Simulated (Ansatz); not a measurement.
**HfN (NiAs type): response to moved atoms and strain**

How does HfN (NiAs type) push back when it is distorted? Each run changes the relaxed cell in one way. The cell was built by placing the elements on the sites of a structure type; the runs don't test whether it is the stable form.

Computed with Ansatz 0.2.0 (DFT PBEsol, scalar-relativistic, plane waves, PAW, unless a step's input says otherwise).

### Step 1. The starting structure

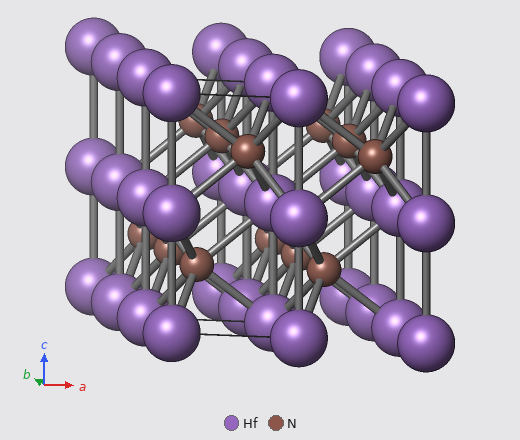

Start, viewed slightly off an axis; hafnium purple, nitrogen brown. 2×3×1 cells are drawn. Atoms on the faces are drawn again on the opposite ones.

Coordinates:

```cif
data_structure
_symmetry_space_group_name_H-M 'P 1'
_symmetry_Int_Tables_number 1
_cell_length_a 3.1241
_cell_length_b 3.1241
_cell_length_c 5.6135
_cell_angle_alpha 90.000
_cell_angle_beta 90.000
_cell_angle_gamma 120.000
_cell_volume 47.45
loop_
_atom_site_label
_atom_site_type_symbol
_atom_site_fract_x
_atom_site_fract_y
_atom_site_fract_z
_atom_site_occupancy
Hf1 Hf 0.00000 0.00000 0.00000 1
Hf2 Hf 0.00000 0.00000 0.50000 1
N1 N 0.33333 0.66667 0.25000 1
N2 N 0.66667 0.33333 0.75000 1
```

An earlier run at PBEsol left this cell at 11.862 Å³/atom and 0.00 GPa (10×10×8 mesh).

The changes: atom 3 (N) moved 0.2 Å along y; strain e2 = -0.02, atoms carried along.

### Step 2. Atom 3 (N) moved 0.2 Å along y

The input, input.yaml:

```yaml
crystal:
  lattice:
    - [3.12412483, 0.0, 0.0]
    - [-1.562062415, 2.7055714674, 0.0]
    - [0.0, 0.0, 5.6135424941]
  atoms:
    - { symbol: Hf, position: [0.0, 0.0, 0.0] }
    - { symbol: Hf, position: [0.0, 0.0, 0.5] }
    - { symbol: "N", position: [0.3702941016, 0.7405882032, 0.25] }
    - { symbol: "N", position: [0.6666666667, 0.3333333333, 0.75] }
basis:
  ecutwfc: 420
  ecutrho_ratio: 4
kpoints:
  mp_grid: { grid: [10, 10, 8] }
hamiltonian:
  xc: pbesol
scf:
  occupations: { method: gaussian, width: 0.05 }
output:
  forces: true
  stress: true
  eigenvalues: true
```

Output, shortened:

```text
Warning: RAYON_NUM_THREADS=4 ignored (pool sized by the plan → 4); use --threads N
[...]
Pseudopotentials: kind: paw
Pseudopotential: Hf, paw, valence charge 26, recommended cutoff 420 eV (normal), Hf.paw.azcp
Pseudopotential: N, paw, valence charge 5, recommended cutoff 420 eV (normal), N.paw.azcp
Functional definition: PBEsol
[...]
Crystal: 4 atoms, lattice volume = 47.449 Å³
Basis set: ecut = 420 eV, 931 PW (Γ), exchange–correlation on 48×48×80 points (8 copies of the dense FFT grid, shifted against one another)
Bands: 38, of which v1, the nominal top of the filled ones, is band 31 counted from 1 (30 counted from 0)
Symmetry: 4 space group operations
Space group: Amm2 (ITA 38), of the structure as read, at distance tolerance 3.6e-5 Å
k-points: 155 of 800 (time reversal used)
[...]
SCF iter   1: F=—  HF=-31958.873182 eV  |F-HF|=—  |Δ(HF+E_count)|=         —  Δρ=1.04e-2  dr2=4.49e-2  ethr=1.77e-3  ⟨swp⟩=4.8  Hψ=18789  notcnv=0  defer=29
[...]
SCF iter   7: F=-31958.862592 eV  HF=-31958.862592 eV  |F-HF|=4.94e-8  |Δ(HF+E_count)|=   7.46e-8  Δρ=9.75e-6  dr2=8.18e-8  ethr=1.61e-10  ⟨swp⟩=8.8  Hψ=25456  notcnv=0
[...]
SCF converged after 7 iterations
Free energy (F): -31958.862592 eV
[...]
E sigma→0 (E₀):  -31958.861511 eV
Entropy (-TS):   -0.002162 eV (-0.540 meV/atom)
Fermi energy:    22.570965 eV
[...]
--- Forces (eV/Å), atoms counted from 1 ---
  atom   1  Hf     0.00000000     0.52896785    -0.24624688
  atom   2  Hf     0.00000000     0.52896785     0.24624688
  atom   3  N     -0.00000000    -1.45693813     0.00000000
  atom   4  N      0.00000000     0.39896871     0.00000000
[...]
--- Stress (GPa, compression-positive) ---
        4.365688       0.000000       0.000000
        0.000000      -2.522089       0.000000
        0.000000       0.000000       3.503573
  P = ⅓ Tr σ = 1.7824 GPa (17.824 kbar)
--- Band table (eV; the first three rows and the last of 155) ---
[...]
```

It took 9.8 s on 4 threads of an Arm CPU, shared host; peak memory 0.48 GiB.

Result: volume 11.862 Å³/atom, pressure 1.78 GPa, metallic.

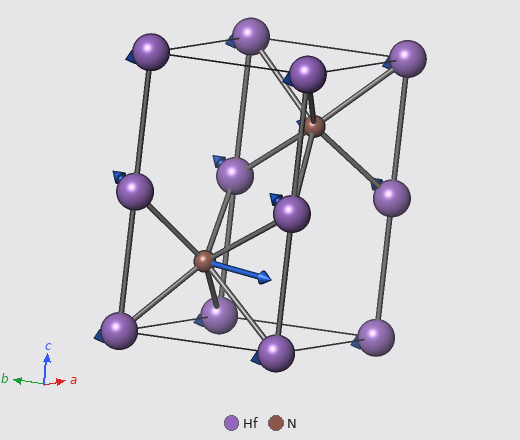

Forces on the atoms; the longest arrow is 1.46 eV/Å.

### Step 3. Strain e2 = -0.02, atoms carried along

input.yaml: that of step 2 with these lines changed.

```diff
@@ -3,3 +3,3 @@
     - [3.12412483, 0.0, 0.0]
-    - [-1.562062415, 2.7055714674, 0.0]
+    - [-1.562062415, 2.651460038, 0.0]
     - [0.0, 0.0, 5.6135424941]
@@ -8,3 +8,3 @@
     - { symbol: Hf, position: [0.0, 0.0, 0.5] }
-    - { symbol: "N", position: [0.3702941016, 0.7405882032, 0.25] }
+    - { symbol: "N", position: [0.3333333333, 0.6666666667, 0.25] }
     - { symbol: "N", position: [0.6666666667, 0.3333333333, 0.75] }
```

Output, shortened:

```text
Warning: RAYON_NUM_THREADS=4 ignored (pool sized by the plan → 4); use --threads N
[...]
Pseudopotentials: kind: paw
Pseudopotential: Hf, paw, valence charge 26, recommended cutoff 420 eV (normal), Hf.paw.azcp
Pseudopotential: N, paw, valence charge 5, recommended cutoff 420 eV (normal), N.paw.azcp
Functional definition: PBEsol
[...]
Crystal: 4 atoms, lattice volume = 46.500 Å³
Basis set: ecut = 420 eV, 903 PW (Γ), exchange–correlation on 48×48×80 points (8 copies of the dense FFT grid, shifted against one another)
Bands: 38, of which v1, the nominal top of the filled ones, is band 31 counted from 1 (30 counted from 0)
Symmetry: 8 space group operations
Space group: Cmcm (ITA 63), of the structure as read, at distance tolerance 3.6e-5 Å
k-points: 155 of 800
[...]
SCF iter   1: F=—  HF=-31959.005357 eV  |F-HF|=—  |Δ(HF+E_count)|=         —  Δρ=1.08e-2  dr2=4.78e-2  ethr=1.77e-3  ⟨swp⟩=4.9  Hψ=18759  notcnv=0  defer=65
[...]
SCF iter   7: F=-31958.994139 eV  HF=-31958.994139 eV  |F-HF|=2.10e-9  |Δ(HF+E_count)|=   2.20e-8  Δρ=4.92e-6  dr2=9.34e-9  ethr=1.61e-10  ⟨swp⟩=8.8  Hψ=25136  notcnv=0
[...]
SCF converged after 7 iterations
Free energy (F): -31958.994139 eV
[...]
E sigma→0 (E₀):  -31958.992563 eV
Entropy (-TS):   -0.003151 eV (-0.788 meV/atom)
Fermi energy:    23.023953 eV
[...]
--- Forces (eV/Å), atoms counted from 1 ---
  atom   1  Hf     0.00000000     0.00000000     0.00000000
  atom   2  Hf     0.00000000     0.00000000     0.00000000
  atom   3  N     -0.00000000     0.17943926     0.00000000
  atom   4  N      0.00000000    -0.17943926     0.00000000
[...]
--- Stress (GPa, compression-positive) ---
        2.130681       0.000000       0.000000
        0.000000      10.285730       0.000000
        0.000000       0.000000       3.393009
  P = ⅓ Tr σ = 5.2698 GPa (52.698 kbar)
--- Band table (eV; the first three rows and the last of 155) ---
[...]
```

It took 5.6 s on 4 threads of an Arm CPU, shared host; peak memory 0.5 GiB.

This gives: volume 11.625 Å³/atom, pressure 5.27 GPa, no gap.

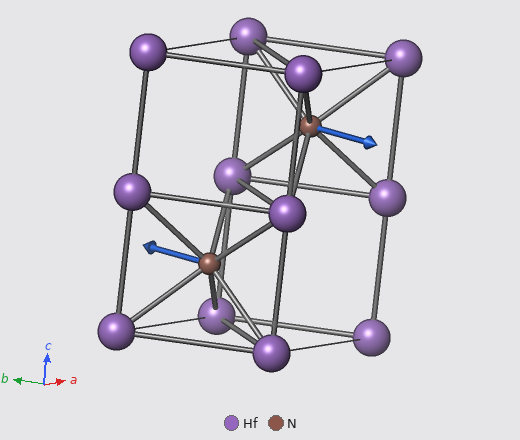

Forces on the atoms; the longest arrow is 0.18 eV/Å.

### Step 4. Results

| change | change of free energy (meV/atom) | largest force (eV/Å) | largest change of stress (GPa) |
| --- | --- | --- | --- |
| atom 3 (N) moved 0.2 Å along y | 40.40 | 1.457 | 4.37 |
| strain e2 = -0.02, atoms carried along | 7.52 | 0.179 | 10.29 |

Moving atom 3 by 0.20 Å meets a restoring force of 1.457 eV/Å along the move, a force constant of about 7.3 eV/Å². The strain e2 = -0.02 changes that stress component by +10.29 GPa (compression positive), a ratio of 514 GPa; that is a secant over a finite strain with the atoms carried along, not the elastic constant. No change lowers the energy by more than 0.5 meV/atom; other distortions weren't tried. Spin–orbit coupling is left out, though the cell holds Hf; in elements this heavy it can shift levels and gaps by tenths of an eV.
